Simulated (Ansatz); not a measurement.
# Run report: TaNH$_{3}$ClF$_{4}$, geometry relaxation (part 1 of 2)

The run: geometry relaxation of TaNH$_{3}$ClF$_{4}$. Method and program: RKS PBE/def2-SVP (Ansatz 0.2.0).

It belongs to a series of runs on one base structure; here: end point B relaxed. Figures and captions count atoms from 1; the log counts them from 0 in places.

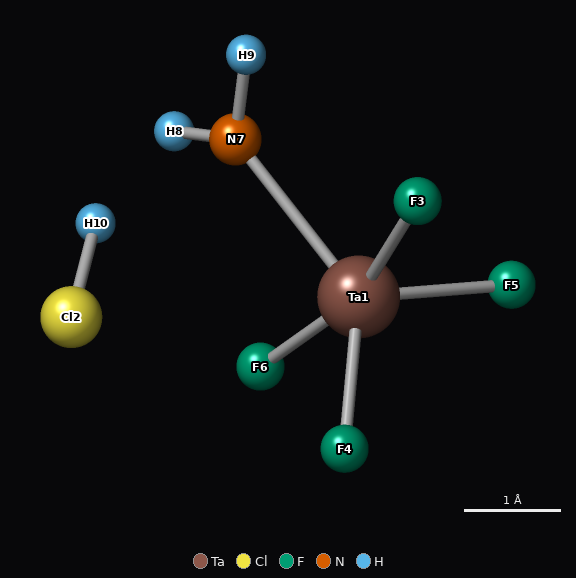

Figure 1. The starting structure (ball-and-stick view, seen at a tilt; atoms are numbered from 1 in the order of the input). Sticks mark near contacts.

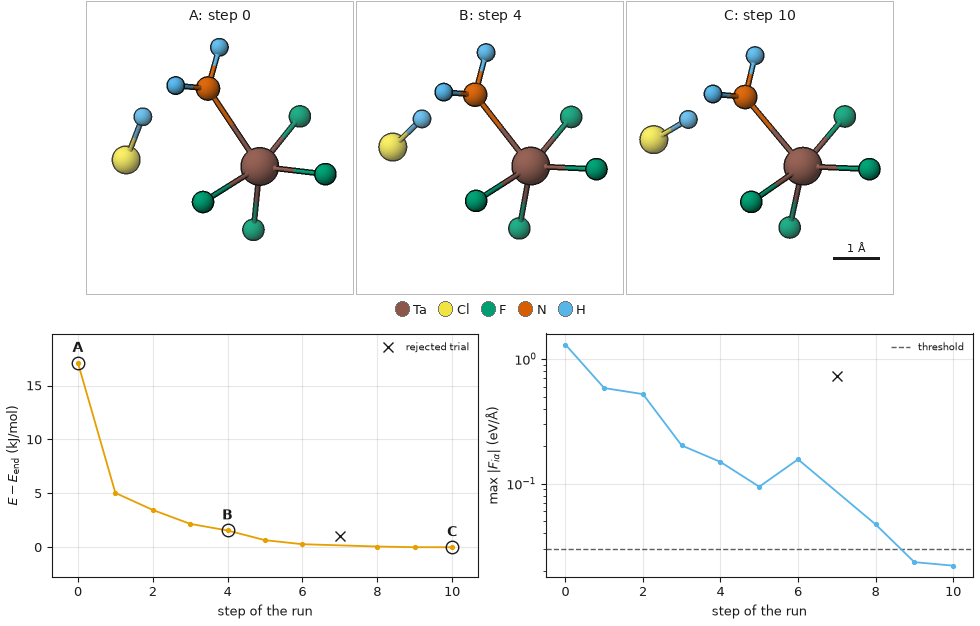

Figure 2. Frames of the relaxation (ball-and-stick view, seen at a tilt) above the curves, on which the letters mark them (the first geometry is step 0 here and step 1 in the log).

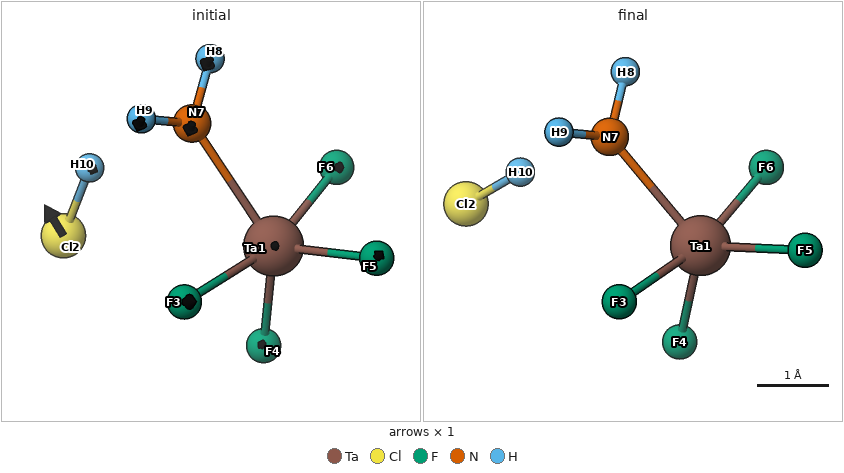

Figure 3. Before (left) and after (right) the relaxation, at one scale (ball-and-stick view, seen at a tilt). The black arrows give the displacements, at true length. The atom that moves furthest after the best rigid fit is Cl2 (0.53 Å). Largest moves by element: Cl 0.53 Å, H 0.27 Å, F 0.26 Å, N 0.25 Å, Ta 0.10 Å. Among the contacts that change: Ta1–N7 2.102 → 2.001 Å, Cl2–H10 1.347 → 1.322 Å, Ta1–F5 1.869 → 1.880 Å. Among the angles that change: F4–Ta1–N7 132.5° → 119.2°, F4–Ta1–F5 113.6° → 120.9°, F5–Ta1–N7 113.9° → 119.9°. After 10 geometry steps the energy has fallen by 17.1 kJ/mol. Largest force component: 1.3 eV/Å at the start, 0.022 eV/Å at the end. The line search rejected the trial step at point 7 (counted from 0) and went back. (Atoms are counted from 1 in the order of the input.)

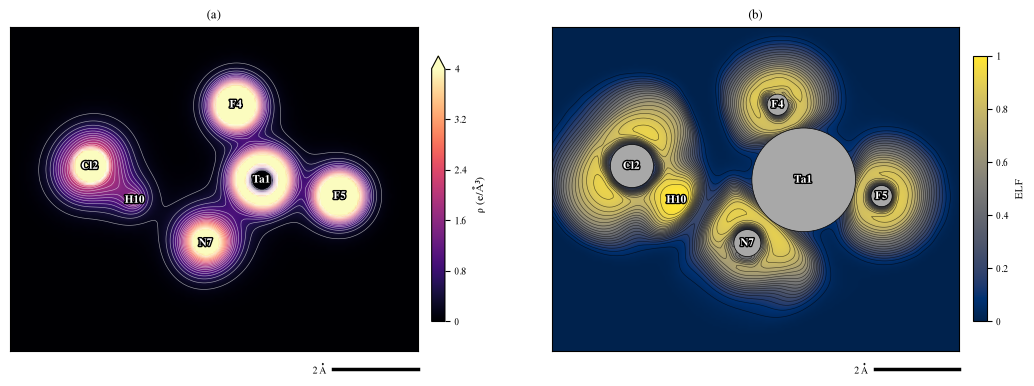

Figure 4. (a) total electron density; (b) electron localisation function on the plane of atoms F4, Ta1 and N7. Grey discs, where drawn, cover atomic cores. Ta–F (1.88 Å): ρ is about 1 e/Å³ halfway; the ELF peaks at about 0.80 in the valence shell of F, 0.5 Å from its nucleus, and drops to about 0.20 between the two atoms.

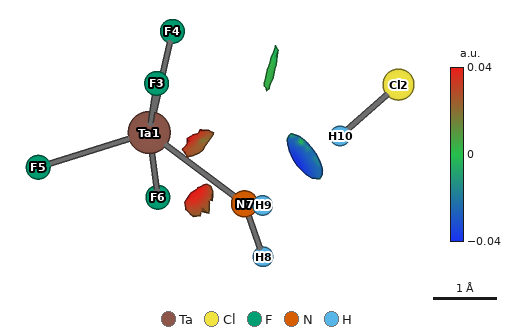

Figure 5. Non-covalent interaction (NCI) plot: the surface where the reduced density gradient is 0.5, for densities under 0.05 a.u., coloured by sign(λ₂)ρ; seen at a tilt. Between Ta1 and F4 on one side and Cl2 and H10 on the other: a weak, van der Waals-like contact (green)

The input and output of the run follow.

The input
```yaml
crystal:
  periodic: [false, false, false]
  atoms:
    - { symbol: Ta, position_ang: [-0.254202, -0.17105, 0.214262] }
    - { symbol: Cl, position_ang: [3.284365, -0.859304, -0.470371] }
    - { symbol: F, position_ang: [0.52331, 0.929854, 1.545304] }
    - { symbol: F, position_ang: [0.488595, 0.83948, -1.187341] }
    - { symbol: F, position_ang: [-2.0204, 0.290418, 0.615512] }
    - { symbol: F, position_ang: [-0.694008, -1.59654, -0.954884] }
    - { symbol: "N", position_ang: [0.510368, -1.726158, 1.404218] }
    - { symbol: H, position_ang: [0.339055, -2.715108, 1.199882] }
    - { symbol: H, position_ang: [0.878615, -1.577039, 2.348743] }
    - { symbol: H, position_ang: [2.516303, -1.543654, 0.399575] }
basis:
  gaussian: { orbitals: def2-SVP }
hamiltonian:
  xc: pbe
relax:
  f_tol: 0.03
  max_steps: 50
output:
  orbitals: {}
```

Command:
```bash
ansatz run input.yaml --threads 4 --pin off --max-ram 5120MiB --backend cpu --events-out ev --progress --plain --runs-dir out
```

The program's output
```
The last accepted step is kept in [file] (removed where the run ends without a failure and the disk answers)
Engine: ansatz 0.2.0, aarch64-unknown-linux-gnu
Functional definition: PBE
  parameter kappa = 0.804
  parameter beta = 0.06672455060314922
  exchange = pbe_x(kappa = kappa, mu = beta*pi^2/3)
  correlation = pbe_c(beta = beta)
1437 factors; their error is unknown
mean field evaluation 1: about -26444.5919 eV, gradient 9.1e1 eV
mean field evaluation 2: about -26283.6215 eV, gradient 2.7e2 eV
mean field evaluation 4: about -26459.4586 eV, gradient 1.4e1 eV
mean field evaluation 8: about -26459.8870 eV, gradient 3.3e-1 eV
mean field evaluation 16: about -26459.8034 eV, gradient 1.5e-3 eV
mean field -26459.80344115 eV, -972.3798413632 hartree, gradient 1.1e-5 eV, S^2 0.000000; 0 other end points of the search recorded, 0 dependent functions left out
the calculation of the forces begins
reference -26459.80350740 eV, -972.3798437979 hartree; 38, 38 occupied and 97, 97 virtual orbitals, 1437 factors
relax step   1: F+E_penalty+E_count = -26459.80344115 eV  Δ(F+E_penalty+E_count) = +0.000e0 eV  max|allowed force component| = 1.305e0 eV/Å  Δτ_max = 0.0000 Å  (32 SCF iters, accepted)
these checks for a lower state are left out or cut short: starts, cluster_reference, orbital_swaps, neighbouring_geometries, increment
1437 factors; their error is unknown
mean field -26459.92835582 eV, -972.3844318927 hartree, gradient 1.1e-5 eV, S^2 0.000000; 0 other end points of the search recorded, 0 dependent functions left out
the calculation of the forces begins
reference -26459.92842236 eV, -972.3844343382 hartree; 38, 38 occupied and 97, 97 virtual orbitals, 1437 factors
relax step   2: F+E_penalty+E_count = -26459.92835582 eV  Δ(F+E_penalty+E_count) = -1.249e-1 eV  max|allowed force component| = 5.849e-1 eV/Å  Δτ_max = 0.1947 Å  (37 SCF iters, accepted)
these checks for a lower state are left out or cut short: starts, cluster_reference, orbital_swaps, neighbouring_geometries, increment
1437 factors; their error is unknown
mean field evaluation 32: about -26460.0269 eV, gradient 5.2e-3 eV
mean field -26459.94472363 eV, -972.3850333988 hartree, gradient 1.1e-5 eV, S^2 0.000000; 0 other end points of the search recorded, 0 dependent functions left out
the calculation of the forces begins
reference -26459.94479027 eV, -972.3850358478 hartree; 38, 38 occupied and 97, 97 virtual orbitals, 1437 factors
relax step   3: F+E_penalty+E_count = -26459.94472363 eV  Δ(F+E_penalty+E_count) = -1.637e-2 eV  max|allowed force component| = 5.228e-1 eV/Å  Δτ_max = 0.1932 Å  (38 SCF iters, accepted)
these checks for a lower state are left out or cut short: starts, cluster_reference, orbital_swaps, neighbouring_geometries, increment
1437 factors; their error is unknown
mean field -26459.95809362 eV, -972.3855247369 hartree, gradient 2.0e-5 eV, S^2 0.000000; 0 other end points of the search recorded, 0 dependent functions left out
the calculation of the forces begins
reference -26459.95816007 eV, -972.3855271786 hartree; 38, 38 occupied and 97, 97 virtual orbitals, 1437 factors
relax step   4: F+E_penalty+E_count = -26459.95809362 eV  Δ(F+E_penalty+E_count) = -1.337e-2 eV  max|allowed force component| = 2.026e-1 eV/Å  Δτ_max = 0.0741 Å  (31 SCF iters, accepted)
these checks for a lower state are left out or cut short: starts, cluster_reference, orbital_swaps, neighbouring_geometries, increment
1437 factors; their error is unknown
mean field -26459.96444380 eV, -972.3857581015 hartree, gradient 1.1e-5 eV, S^2 0.000000; 0 other end points of the search recorded, 0 dependent functions left out
the calculation of the forces begins
reference -26459.96451011 eV, -972.3857605384 hartree; 38, 38 occupied and 97, 97 virtual orbitals, 1437 factors
relax step   5: F+E_penalty+E_count = -26459.96444380 eV  Δ(F+E_penalty+E_count) = -6.350e-3 eV  max|allowed force component| = 1.495e-1 eV/Å  Δτ_max = 0.1213 Å  (37 SCF iters, accepted)
these checks for a lower state are left out or cut short: starts, cluster_reference, orbital_swaps, neighbouring_geometries, increment
1437 factors; their error is unknown
mean field -26459.97377312 eV, -972.3861009477 hartree, gradient 1.5e-5 eV, S^2 0.000000; 0 other end points of the search recorded, 0 dependent functions left out
the calculation of the forces begins
reference -26459.97383960 eV, -972.3861033910 hartree; 38, 38 occupied and 97, 97 virtual orbitals, 1437 factors
relax step   6: F+E_penalty+E_count = -26459.97377312 eV  Δ(F+E_penalty+E_count) = -9.329e-3 eV  max|allowed force component| = 9.466e-2 eV/Å  Δτ_max = 0.1334 Å  (30 SCF iters, accepted)
these checks for a lower state are left out or cut short: starts, cluster_reference, orbital_swaps, neighbouring_geometries, increment
1437 factors; their error is unknown
mean field evaluation 64: about -26459.9776 eV, gradient 1.2e-3 eV
mean field -26459.97762739 eV, -972.3862425897 hartree, gradient 2.0e-5 eV, S^2 0.000000; 0 other end points of the search recorded, 0 dependent functions left out
the calculation of the forces begins
reference -26459.97769395 eV, -972.3862450356 hartree; 38, 38 occupied and 97, 97 virtual orbitals, 1437 factors
relax step   7: F+E_penalty+E_count = -26459.97762739 eV  Δ(F+E_penalty+E_count) = -3.854e-3 eV  max|allowed force component| = 1.569e-1 eV/Å  Δτ_max = 0.1037 Å  (29 SCF iters, accepted)
these checks for a lower state are left out or cut short: starts, cluster_reference, orbital_swaps, neighbouring_geometries, increment
1437 factors; their error is unknown
mean field -26459.96950172 eV, -972.3859439768 hartree, gradient 1.3e-5 eV, S^2 0.000000; 0 other end points of the search recorded, 0 dependent functions left out
the calculation of the forces begins
reference -26459.96956831 eV, -972.3859464238 hartree; 38, 38 occupied and 97, 97 virtual orbitals, 1437 factors
relax step   8: F+E_penalty+E_count = -26459.96950172 eV  Δ(F+E_penalty+E_count) = +8.126e-3 eV  max|allowed force component| = 7.261e-1 eV/Å  Δτ_max = 0.0402 Å  (31 SCF iters, rejected (line search))
these checks for a lower state are left out or cut short: starts, cluster_reference, orbital_swaps, neighbouring_geometries, increment
1437 factors; their error is unknown
mean field -26459.97985564 eV, -972.3863244763 hartree, gradient 1.1e-5 eV, S^2 0.000000; 0 other end points of the search recorded, 0 dependent functions left out
the calculation of the forces begins
reference -26459.97992220 eV, -972.3863269221 hartree; 38, 38 occupied and 97, 97 virtual orbitals, 1437 factors
```
